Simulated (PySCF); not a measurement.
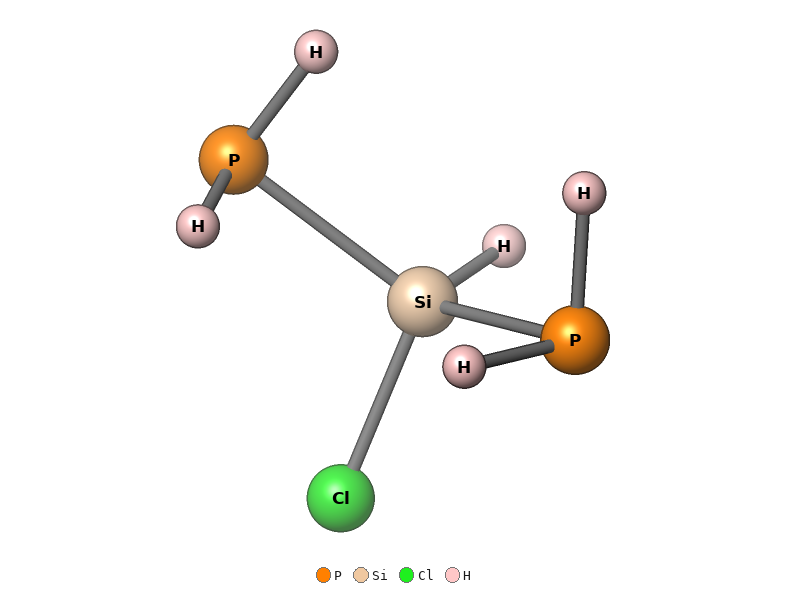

Atoms fade into the background with distance from the viewer. The geometry was computed by an optimisation with PBE0-D3(BJ)/def2-SVP. No frequency run is at hand to confirm it as a minimum.

### List the symmetry elements and name the point group.

It has 1 mirror plane, so the point group is Cs. The group has 2 operations. The geometry is achiral, and symmetry allows a dipole moment.
